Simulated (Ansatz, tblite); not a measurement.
**The cluster Zn₆H₈O₁₀: spin states and exact exchange**

Is the singlet the ground state of the cluster Zn₆H₈O₁₀? Other spin states are computed and compared level by level.

The runs use Ansatz 0.2.0, Gaussian basis; as each input shows.

The runs, in order: triplet, at the geometry of the singlet (GFN1-xTB, GFN2-xTB, PBE0-D4/def2-TZVP, PBE-D4/def2-TZVP); the singlet's energies come from earlier runs.

### Step 1. The geometry

The geometry is that of the singlet, from an earlier relaxation (PBE-D4/def2-SVP).

24 atoms, charge 0, spin multiplicity 1.

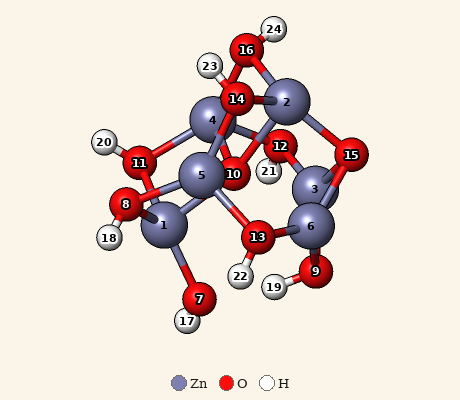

The geometry (zinc blue, oxygen red, hydrogen white); atoms are numbered from 1 in the order of the file.

### Step 2. Triplet at the fixed geometry, GFN1-xTB

Tight binding, by tblite at 300 K electronic temperature and without a spin-polarisation term:

```python
tblite.interface.Calculator('GFN1-xTB', numbers, positions, charge=0, uhf=2).singlepoint()
```

Energy -1523.4263 eV; 0.046 s.

### Step 3. Triplet at the fixed geometry, GFN2-xTB

Tight binding, by tblite at 300 K electronic temperature and without a spin-polarisation term:

```python
tblite.interface.Calculator('GFN2-xTB', numbers, positions, charge=0, uhf=2).singlepoint()
```

Energy -1314.6372 eV; 0.038 s.

### Step 4. Triplet at the fixed geometry, PBE0-D4/def2-TZVP

Contents of in.yaml:

```yaml
crystal:
  periodic: [false, false, false]
  atoms:
    - {symbol: Zn, position_ang: [0.830788, -0.425413, -1.613306]}
    - {symbol: Zn, position_ang: [-0.816714, 1.354790, 1.733227]}
    - {symbol: Zn, position_ang: [0.177347, -1.328805, 1.806118]}
    - {symbol: Zn, position_ang: [1.798717, 0.741193, 0.772608]}
    - {symbol: Zn, position_ang: [-1.428860, 1.168163, -1.016933]}
    - {symbol: Zn, position_ang: [-2.010731, -1.057738, 0.673814]}
    - {symbol: O, position_ang: [0.332451, -2.235632, -1.733856]}
    - {symbol: O, position_ang: [-0.259518, 1.001831, -2.573665]}
    - {symbol: O, position_ang: [-0.812101, -2.634292, 0.704929]}
    - {symbol: O, position_ang: [-0.041458, 0.165953, 0.118746]}
    - {symbol: O, position_ang: [2.576099, 0.421144, -0.992287]}
    - {symbol: O, position_ang: [2.030937, -0.799850, 2.049599]}
    - {symbol: O, position_ang: [-2.873142, -0.222167, -0.853813]}
    - {symbol: O, position_ang: [-1.772239, 2.496536, 0.392961]}
    - {symbol: O, position_ang: [-1.444001, -0.323984, 2.420365]}
    - {symbol: O, position_ang: [1.025821, 2.134667, 1.942860]}
    - {symbol: H, position_ang: [1.039454, -2.854311, -1.987511]}
    - {symbol: H, position_ang: [-0.689728, 0.711877, -3.398632]}
    - {symbol: H, position_ang: [-0.370475, -2.626682, -0.208867]}
    - {symbol: H, position_ang: [2.765001, 1.232840, -1.499083]}
    - {symbol: H, position_ang: [2.667421, -1.474949, 1.749983]}
    - {symbol: H, position_ang: [-2.827540, -0.844239, -1.605560]}
    - {symbol: H, position_ang: [-1.284686, 3.332594, 0.271500]}
    - {symbol: H, position_ang: [1.387127, 2.066465, 2.846794]}
basis:
  gaussian: {orbitals: def2-TZVP, fitting: {mean_field: def2-universal-jkfit}}
magnetization: {spin_polarized: true, initial_magnetization: 2}
hamiltonian: {xc: pbe0, dispersion: d4}
scf: {omitted_lower_state_checks: [starts]}
output: {orbitals: {seedname: orbitals}}
```

Launch:

```sh
$ ansatz run in.yaml --threads 2 --pin off --events-out ev --progress --plain --max-ram 32768MiB --backend cuda --devices 0, --max-vram 18GiB
```

The log of the run:

```text
Functional definition: PBE0
  name "PBE0"
  cite "Adamo & Barone, J. Chem. Phys. 110, 6158 (1999) doi:10.1063/1.478522"
  cite "Perdew, Burke & Ernzerhof, Phys. Rev. Lett. 77, 3865 (1996) doi:10.1103/PhysRevLett.77.3865"
  parent pbe
  parameter a = 0.25
  parameter kappa = 0.804
  parameter beta = 0.06672455060314922
  exchange = (1 - a)*pbe_x(kappa = kappa, mu = beta*pi^2/3) + a*exact_x
  correlation = pbe_c(beta = beta)
these checks for a lower state are left out or cut short: starts
2498 factors; integrals over basis functions are off by at most 8.8e-1 eV
mean field evaluation 1: about -311022.8051 eV, gradient 1.3e2 eV
mean field evaluation 2: about -310880.1577 eV, gradient 2.6e2 eV
mean field evaluation 4: about -311067.1484 eV, gradient 4.3e1 eV
mean field evaluation 8: about -311074.7588 eV, gradient 1.8e0 eV
mean field evaluation 16: about -311074.7866 eV, gradient 4.2e-2 eV
mean field evaluation 32: about -311074.7867 eV, gradient 8.7e-5 eV
mean field -311074.78665703 eV, -11431.7875555824 hartree, gradient 1.4e-5 eV, S^2 2.010540; 0 other end points of the search recorded, 0 dependent functions left out
reference -311074.78672151 eV, -11431.7875579521 hartree; 135, 133 occupied and 511, 513 virtual orbitals, 2498 factors
Total energy: -311075.87715914 eV, -11431.8276307957 hartree
Checks for a lower state left out: starts
```

Run time: 29 s. Hardware: 1 × H100 (card shared with other runs) with 2 threads of AMD EPYC 7R13, shared host; peak host memory 1.3 GiB.

From the report: HOMO -3.24 eV, LUMO -5.75 eV (over both spins; with the spin held, an empty level of the minority spin lies below the top filled one); ⟨S²⟩ 2.011 (pure: 2.00).

### Step 5. Triplet at the fixed geometry, PBE-D4/def2-TZVP

start.molden holds the orbitals of an earlier run on this state, given as this run's starting guess.

in.yaml: that of step 4 with these lines changed.

```diff
@@ -28,5 +28,5 @@
 basis:
-  gaussian: {orbitals: def2-TZVP, fitting: {mean_field: def2-universal-jkfit}}
+  gaussian: {orbitals: def2-TZVP, fitting: {mean_field: def2-universal-jkfit}, initial_orbitals: start.molden}
 magnetization: {spin_polarized: true, initial_magnetization: 2}
-hamiltonian: {xc: pbe0, dispersion: d4}
+hamiltonian: {xc: pbe, dispersion: d4}
 scf: {omitted_lower_state_checks: [starts]}
```

The command is unchanged.

The log of the run:

```text
Functional definition: PBE
  name "PBE"
  cite "Perdew, Burke & Ernzerhof, Phys. Rev. Lett. 77, 3865 (1996) doi:10.1103/PhysRevLett.77.3865"
  parent pbe
  parameter kappa = 0.804
  parameter beta = 0.06672455060314922
  exchange = pbe_x(kappa = kappa, mu = beta*pi^2/3)
  correlation = pbe_c(beta = beta)
these checks for a lower state are left out or cut short: starts
2498 factors; integrals over basis functions are off by at most 8.8e-1 eV
mean field evaluation 1: about -311071.7625 eV, gradient 1.8e1 eV
mean field evaluation 2: about -311072.6984 eV, gradient 1.3e0 eV
mean field evaluation 4: about -311072.7945 eV, gradient 1.9e-1 eV
mean field evaluation 8: about -311072.7863 eV, gradient 3.5e-3 eV
mean field evaluation 16: about -311072.7863 eV, gradient 2.0e-5 eV
mean field -311072.78630942 eV, -11431.7140441635 hartree, gradient 3.2e-6 eV, S^2 2.003514; 0 other end points of the search recorded, 0 dependent functions left out
reference -311072.78639507 eV, -11431.7140473110 hartree; 135, 133 occupied and 511, 513 virtual orbitals, 2498 factors
Total energy: -311074.02624152 eV, -11431.7596108279 hartree
Checks for a lower state left out: starts
```

Run time: 31 s. Hardware: 1 × H100 (card shared with other runs) with 2 threads of AMD EPYC 7R13, shared host; peak host memory 1.3 GiB.

From the report: HOMO -2.99 eV, LUMO -6.41 eV (over both spins; with the spin held, an empty level of the minority spin lies below the top filled one); ⟨S²⟩ 2.004 (pure: 2.00).

### Step 6. Triplet less singlet, vertical

The singlet's energies are those of its earlier runs, whose logs aren't repeated here.

```csv
level,"triplet less singlet, vertical (kcal/mol)",time
GFN1-xTB,+77.0,0.079 s
GFN2-xTB,+54.5,0.066 s
PBE-D4/def2-TZVP,+73.9,53 s
PBE0-D4/def2-TZVP,+91.6,48 s
```

Times add the two runs; a level without a time comes out of a correlated run. Tight binding without a spin term can't rank spin states.

### Step 7. Summary of results

| quantity | value |
| --- | --- |
| triplet less singlet, vertical, functionals in def2-TZVP | +73.9 (PBE-D4) to +91.6 kcal/mol (PBE0-D4) |

All functionals put the triplet above the singlet, over a spread of 17.7 kcal/mol. The checks for a lower triplet were left out, so another state of that spin may lie lower. These are electronic energies, without zero-point motion, entropy or surroundings.
